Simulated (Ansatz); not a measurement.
## Amorphous Si₃₀N₄₁In

The cell was made by melting and quenching with the CHGNet potential and then relaxed with DFT. N atoms were pushed apart under 1.9 Å during the dynamics, to hinder bonds among them. The hot cell started wider than the set density and was brought back towards it in steps. It is the lowest in DFT energy of 2 quenches. It is a model cell: composition and starting density were chosen by hand, and all elements were melted together. No dispersion term was used.

Methods: PBE, scalar-relativistic without spin-orbit coupling (Ansatz, an electronic-structure program); r2SCAN, scalar-relativistic without spin-orbit coupling (Ansatz); HSE06, scalar-relativistic without spin-orbit coupling (Ansatz). Geometry, pressure, stress and energy are those of the PBE run. Its sampling: a 2×2×2 Γ-centred mesh; Fermi-Dirac width 0.02 eV; no spin polarisation. Other functionals are single points at the zone centre (r2SCAN at 500 eV; exact exchange cut at the cell's faces), free to take moments where seeds were set. At PBE the levels at the filled edge of the gap are localised (band-tail or defect states).

The number of atoms in the cell is 72 and the density (volume relaxed, without dispersion) is 3.10 g/cm^3. The volume per atom comes out as 11.39 Å³ and the pressure on a 2×2×2 Γ-centred mesh is 0.10 GPa. The largest force and stress component on that mesh (the relaxation ran on the zone centre alone) is 0.13 eV/Å and 0.2 GPa and the level gap on a 2×2×2 Γ-centred mesh (PBE) is 2.29 eV. The level gap at the zone centre (PBE) is 2.40 eV. The level gap at the zone centre (r2SCAN) is 2.80 eV and the level gap at the zone centre (HSE06) is 3.72 eV.

Cut-offs for bonds: Si-Si 2.60 Å, Si-N 2.20 Å, Si-In 2.78 Å, N-N 1.70 Å, N-In 2.56 Å, In-In 3.12 Å. Two cations that share two anions don't count as bonded, nor two that share one unless they lie closer than Si-Si 2.38 Å, Si-In 2.71 Å, In-In 3.04 Å.

The mean coordination of Si by anions is 4.03 (29 with 4, 1 with 5) and the mean coordination of N is 3.05 (1 with 2, 37 with 3, 3 with 4). The mean coordination of In by anions comes out as 4.00 (1 with 4). The mean Si-N bond is 1.768 Å (spread 0.075 Å, 121 counted) and the mean N-In bond comes out as 2.201 Å (spread 0.025 Å, 4 counted).

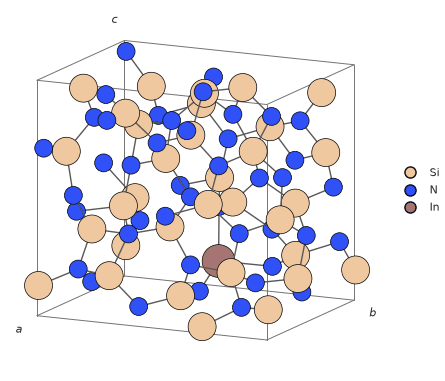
The relaxed cell

Its density started from a set value of 3.12 g/cm³. The simulated quench (nominally 450 K/ps over its main leg) is rapid and tends to freeze in more defects than a deposited or slowly cooled glass has. One small periodic cell is one sample of the glass; other quenches scatter about these values. Volume and shape were free in the relaxation. On a 2×2×2 Γ-centred mesh force components of up to 0.13 eV/Å stay, since the relaxation ran on the zone centre alone.
